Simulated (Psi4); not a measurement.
# N2H3 (hydrazinyl radical) at UCAM-B3LYP/def2-TZVP

What is the energy change on altering one bond length of N2H3 (hydrazinyl radical) at UCAM-B3LYP/def2-TZVP? 

The results are computed with Psi4 1.11.

## 1. The structure to begin with

N2H3: 5 atoms, total charge 0, spin state doublet. As SMILES, `[NH]N`. The coordinates come from a PBE0-D4/def2-TZVP relaxation. This is one conformer, not always the lowest.

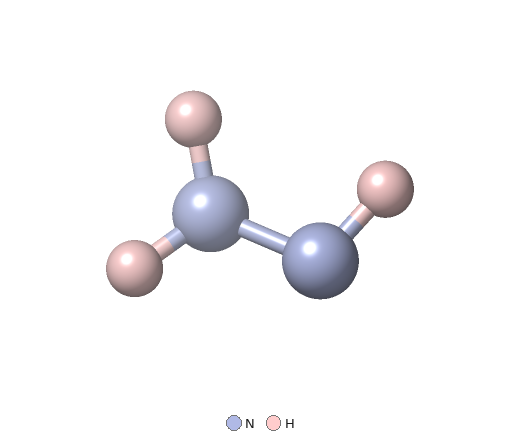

Viewed from a chosen angle; nitrogen light blue, hydrogen pink.

## 2. Energy and forces at UCAM-B3LYP/def2-TZVP

Contents of calc.py:

```python
import psi4

psi4.set_memory('2200 MB')
psi4.set_num_threads(1)
psi4.core.set_output_file('run.log', False)

m = psi4.geometry("""
0 2
N     -0.35451262    -1.54589046     0.85801125
N     -0.24313216     0.44523837    -0.69626959
H      1.43588950    -1.79797992     1.53307811
H     -1.94821315     1.11928478    -1.20948141
H      1.10994954     1.77932832    -0.48533836
units au
symmetry c1
""")

options = {'basis': 'def2-TZVP', 'reference': 'uks', 'puream': True, 'e_convergence': 1e-09, 'd_convergence': 1e-08, 'scf_type': 'pk', 'dft_radial_points': 99, 'dft_spherical_points': 590, 'maxiter': 100}
psi4.set_options(options)

E, wfn = psi4.gradient("cam-b3lyp", molecule=m, return_wfn=True)
psi4.oeprop(wfn, "DIPOLE", "MULLIKEN_CHARGES", "WIBERG_LOWDIN_INDICES", title="CAM-B3LYP")
print('gradient / Eh bohr^-1')
print(E.np.round(6))
print(f'energy = {wfn.energy():.10f} Eh')
for k, v in sorted(psi4.core.scalar_variables().items()):
    print(f'{k:45s} {v:18.10f}')
```

Launch:

```bash
$ python calc.py
```

run.log:

```text
[...]
  Running in c1 symmetry.
[...]
  Nuclear repulsion =   36.727994691660108
[...]
  Multiplicity = 2
[...]
  Nalpha       = 9
  Nbeta        = 8
[...]
    Number of basis functions: 80
[...]
   @UKS iter   1:  -111.07551228557648   -3.49861e-01   7.35070e-03 DIIS/ADIIS
[...]
   @UKS iter  14:  -111.22916303236541   -2.47269e-12   4.09533e-09 DIIS
[...]
   @S^2 Observed:                7.545344316E-01
[...]
    Orbital Energies [Eh]
    ---------------------
    Alpha Occupied:
       1A    -14.435059     2A    -14.396317     3A     -1.071315
       4A     -0.817848     5A     -0.627417     6A     -0.544958
       7A     -0.467304     8A     -0.363050     9A     -0.254350
    Alpha Virtual:
      10A      0.059133    11A      0.098796    12A      0.134423
      13A      0.284818    14A      0.342727    15A      0.368855
      16A      0.409073    17A      0.417697    18A      0.450730
      19A      0.459184    20A      0.481438    21A      0.514480
      22A      0.550696    23A      0.577291    24A      0.621904
      25A      0.906277    26A      1.012198    27A      1.082630
[...]
  @UKS Final Energy:  -111.22916303236541
   => Energetics <=
    Nuclear Repulsion Energy =             36.7279946916601077
    One-Electron Energy =                -222.9996402463312961
    Two-Electron Energy =                  85.8667233695077385
    DFT Exchange-Correlation Energy =     -10.8242408472019669
    Empirical Dispersion Energy =           0.0000000000000000
    VV10 Nonlocal Energy =                  0.0000000000000000
    Total Energy =                       -111.2291630323654061
[...]
  -Total Gradient:
     Atom            X                  Y                   Z
    ------   -----------------  -----------------  -----------------
       1       -0.001816229904     0.001230760748    -0.001222913125
       2        0.001226544078    -0.002783548546     0.000951119242
       3        0.000868215083     0.000554497381    -0.000184909687
       4       -0.000069775942     0.000262191389     0.000437884124
       5       -0.000208825368     0.000736229888     0.000018758916
[...]
 Multipole Moments:
 ------------------------------------------------------------------------------------
     Multipole            Electronic (a.u.)      Nuclear  (a.u.)        Total (a.u.)
 ------------------------------------------------------------------------------------
 L = 1.  Multiply by 2.5417464519 to convert [e a0] to [Debye]
 Dipole X            :         -0.1927494            0.6691287            0.4763792
 Dipole Y            :         -0.2946341            1.2323074            0.9376733
 Dipole Z            :          0.0314689           -0.1810898           -0.1496209
 Magnitude           :                                                    1.0623346
[...]
  Mulliken Charges: (a.u.)
   Center  Symbol    Alpha    Beta     Spin     Total
       1     N     4.05544  3.28557  0.76987 -0.34100
       2     N     3.78363  3.52405  0.25958 -0.30768
       3     H     0.39449  0.41755 -0.02306  0.18796
       4     H     0.37760  0.38323 -0.00564  0.23917
       5     H     0.38885  0.38960 -0.00075  0.22155
   Total alpha =  9.00000, Total beta =  8.00000, Total charge =  0.00000
  Wiberg Bond Indices using Orthogonal Lowdin Orbitals:
  Total Bond Index:
[...]
```

Standard output:

```text
gradient / Eh bohr^-1
[[-1.816e-03  1.231e-03 -1.223e-03]
 [ 1.227e-03 -2.784e-03  9.510e-04]
 [ 8.680e-04  5.540e-04 -1.850e-04]
 [-7.000e-05  2.620e-04  4.380e-04]
 [-2.090e-04  7.360e-04  1.900e-05]]
energy = -111.2291630324 Eh
CURRENT ENERGY                                   -111.2291630324
CURRENT REFERENCE ENERGY                         -111.2291630324
DD SOLVATION ENERGY                                 0.0000000000
DFT FUNCTIONAL TOTAL ENERGY                      -111.2291630324
DFT TOTAL ENERGY                                 -111.2291630324
DFT VV10 ENERGY                                     0.0000000000
DFT XC ENERGY                                     -10.8242408472
GRID ELECTRONS ALPHA                                8.9999999894
GRID ELECTRONS BETA                                 7.9999999665
GRID ELECTRONS TOTAL                               16.9999999559
NUCLEAR REPULSION ENERGY                           36.7279946917
ONE-ELECTRON ENERGY                              -222.9996402463
PCM POLARIZATION ENERGY                             0.0000000000
PE ENERGY                                           0.0000000000
SCF ITERATION ENERGY                             -111.2291630324
SCF ITERATIONS                                     14.0000000000
SCF TOTAL ENERGY                                 -111.2291630324
TWO-ELECTRON ENERGY                                85.8667233695
XC GRID RADIAL POINTS                              99.0000000000
XC GRID SPHERICAL POINTS                          590.0000000000
XC GRID TOTAL POINTS                           280666.0000000000
```

Wall time 59 s (1 thread of Intel Xeon at 2.50GHz (Skylake/Cascade Lake), shared host); peak memory 0.95 GiB.

## 3. The distorted shape: a single-point energy at UCAM-B3LYP/def2-TZVP

Contents of job.json:

```json
{
 "schema_name": "qcschema_input",
 "schema_version": 1,
 "molecule": {
  "schema_name": "qcschema_molecule",
  "schema_version": 2,
  "symbols": ["N", "N", "H", "H", "H"],
  "geometry": [-0.38793054, -2.14328769, 1.32434086, -0.24313216, 0.44523837, -0.69626959, 1.40247158, -2.39537715, 1.99940772, -1.94821315, 1.11928478, -1.20948141, 1.10994954, 1.77932832, -0.48533836],
  "molecular_charge": 0,
  "molecular_multiplicity": 2,
  "fix_symmetry": "c1"
 },
 "driver": "energy",
 "model": {
  "method": "cam-b3lyp",
  "basis": "def2-TZVP"
 },
 "keywords": {
  "reference": "uks",
  "puream": true,
  "e_convergence": 1e-09,
  "d_convergence": 1e-08,
  "scf_type": "pk",
  "dft_radial_points": 99,
  "dft_spherical_points": 590,
  "maxiter": 100,
  "scf_properties": ["QUADRUPOLE", "WIBERG_LOWDIN_INDICES", "DIPOLE"]
 }
}
```

Launch:

```bash
$ psi4 --qcschema job.json -n 1 --memory 2200MB
```

stdout:

```text
[...]
  Running in c1 symmetry.
[...]
  Nuclear repulsion =   31.325002178916769
[...]
  Multiplicity = 2
[...]
  Nalpha       = 9
  Nbeta        = 8
[...]
    Number of basis functions: 80
[...]
   @UKS iter   1:  -111.04631940007550   -8.06308e-01   6.37933e-03 DIIS/ADIIS
[...]
   @UKS iter  16:  -111.16212460934102   -4.54747e-12   5.19108e-09 DIIS
[...]
   @S^2 Observed:                7.560950059E-01
[...]
    Orbital Energies [Eh]
    ---------------------
    Alpha Occupied:
       1A    -14.460782     2A    -14.422487     3A     -0.963048
       4A     -0.859332     5A     -0.575389     6A     -0.502894
       7A     -0.418209     8A     -0.393113     9A     -0.314434
    Alpha Virtual:
      10A      0.022353    11A      0.068759    12A      0.126905
      13A      0.143904    14A      0.364109    15A      0.375205
      16A      0.380871    17A      0.398050    18A      0.424045
      19A      0.445310    20A      0.499461    21A      0.508145
      22A      0.551124    23A      0.567213    24A      0.588322
      25A      0.927919    26A      0.936567    27A      1.035743
[...]
  @UKS Final Energy:  -111.16212460934102
   => Energetics <=
    Nuclear Repulsion Energy =             31.3250021789167690
    One-Electron Energy =                -212.3463447208999924
    Two-Electron Energy =                  80.5575513609758929
    DFT Exchange-Correlation Energy =     -10.6983334283336937
    Empirical Dispersion Energy =           0.0000000000000000
    VV10 Nonlocal Energy =                  0.0000000000000000
    Total Energy =                       -111.1621246093410207
[...]
 Multipole Moments:
 ------------------------------------------------------------------------------------
     Multipole            Electronic (a.u.)      Nuclear  (a.u.)        Total (a.u.)
 ------------------------------------------------------------------------------------
 L = 1.  Multiply by 2.5417464519 to convert [e a0] to [Debye]
 Dipole X            :         -0.2118413            0.6766118            0.4647704
 Dipole Y            :         -0.7070830            1.3660794            0.6589964
 Dipole Z            :          0.3864524           -0.2855125            0.1009399
 Magnitude           :                                                    0.8126972
 L = 2.  Multiply by 1.3450342976 to convert [e a0^2] to [Debye ang]
 Quadrupole XX       :        -15.8781566            7.6152263           -8.2629303
 Quadrupole XY       :         -0.0247480           -1.0284561           -1.0532041
[...]
```

The result, in JSON:

```text
{
 "driver": "energy",
 "model": {
  "method": "cam-b3lyp",
  "basis": "def2-TZVP"
 },
 "success": true,
 "return_result": -111.16212460934102,
 "properties": {
  "calcinfo_nbasis": 80,
  "calcinfo_nmo": 80,
  "calcinfo_nalpha": 9,
  "calcinfo_nbeta": 8,
  "calcinfo_natom": 5,
  "nuclear_repulsion_energy": 31.32500217891677,
  "return_energy": -111.16212460934102,
  "scf_one_electron_energy": -212.3463447209,
  "scf_two_electron_energy": 80.55755136097589,
  "scf_xc_energy": -10.698333428333694,
  "scf_dipole_moment": [0.46477044212088425, 0.6589964127736803, 0.10093989308895823],
  "scf_total_energy": -111.16212460934102,
  "scf_iterations": 16
 }
}
```

Wall time 48 s (1 thread of Intel Xeon at 2.50GHz (Skylake/Cascade Lake), shared host); peak memory 0.94 GiB.

## 4. Results

At UCAM-B3LYP/def2-TZVP:

| quantity | value |
| --- | --- |
| first shape: total energy | -111.22916 Eh |
| first shape: dipole moment | 2.70 D |
| first shape: HOMO energy (highest over α and β) | -6.92 eV |
| first shape: LUMO energy (lowest over α and β) | 0.53 eV |
| first shape: ⟨S²⟩ | 0.755 |
| first shape: largest force on an atom | 0.164 eV/Å |
| distorted shape: total energy | -111.16212 Eh |
| distorted shape: dipole moment | 2.07 D |
| distorted shape: HOMO energy (highest over α and β) | -8.56 eV |
| distorted shape: LUMO energy (lowest over α and β) | -1.06 eV |
| distorted shape: ⟨S²⟩ | 0.756 |
| energy change with the N1–N2 bond stretched from 1.338 to 1.739 Å | 1.824 eV |

In words: With the N1–N2 bond stretched from 1.338 to 1.739 Å the energy rises by 1.82 eV (176 kJ/mol). The first shape isn't relaxed at this level, so the change isn't measured from a minimum. Mulliken charges (first shape) run from -0.34 on N1 to +0.24 on H4.
